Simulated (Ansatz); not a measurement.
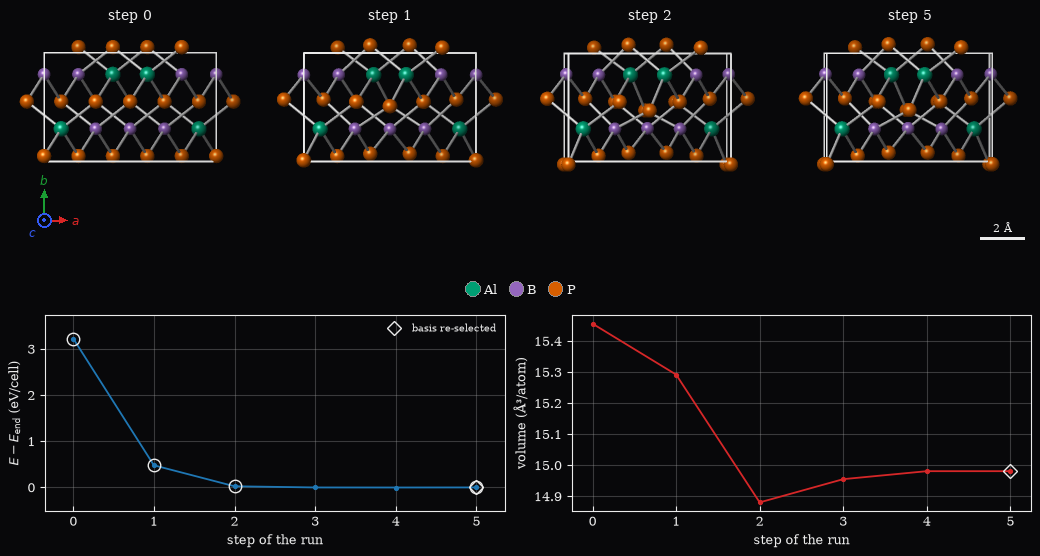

Frames of a relaxation of crystalline Al2B3P5 (a generated structure, set up in C2) (coarse preliminary run), marked on the history of the run. A ball-and-stick model of the conventional cell (2 times the calculation's cell), seen along the c axis. Lengths and directions refer to the drawn axes.

Method: Ansatz 0.2.0, DFT PBE, scalar-relativistic, plane waves, PAW. Set-up: plane-wave cutoff 420 eV; k-point mesh 4 × 4 × 4; occupations gaussian; smearing width 0.1 eV; no spin polarisation; cell and atoms relaxed; force threshold 0.04 eV/Å; at most 70 steps.

> What happens along the run?

The largest move relative to the cell is that of a P atom, 0.37 Å along −b. Largest moves by element: P 0.37 Å, B 0.10 Å, Al 0.05 Å. Cell: a 11.140 → 10.817 Å (−2.9 %), b 4.982 → 4.959 Å (−0.5 %), c 7.877 → 7.856 Å (−0.3 %), β 135.0° → 134.7°. Volume −3.1 %. Near-neighbour distances that change, for instance: Al–P 2.157 → 2.355 Å, Al–P 2.157 → 2.335 Å, B–P 2.157 → 2.000 Å, B–P 2.157 → 2.032 Å. Among the angles between lasting bonds that change: B–P–B 109.5° → 129.3°, Al–P–Al 109.5° → 92.5°, Al–P–Al 109.5° → 98.4°. The space group stays C2 (No. 5). Over 4 accepted moves (5 points after the start) the energy falls by 3.227 eV per cell of the calculation. The largest force component goes from 5 to 0.029 eV/Å. The pressure goes from 4.00 to −0.05 GPa. The SCF was repeated once at an unchanged geometry on a basis and grid sized afresh for the cell, which shifted the energy by 1.6 meV per cell of the calculation at most. From step 0 to 1: a P atom moves most (0.20 Å), volume −1.1 %, energy −2.747 eV per cell of the calculation. From step 1 to 2: a P atom moves most (0.19 Å), volume −2.7 %, energy −0.455 eV per cell of the calculation. From step 2 to 5: volume +0.7 %, energy −25.0 meV per cell of the calculation.
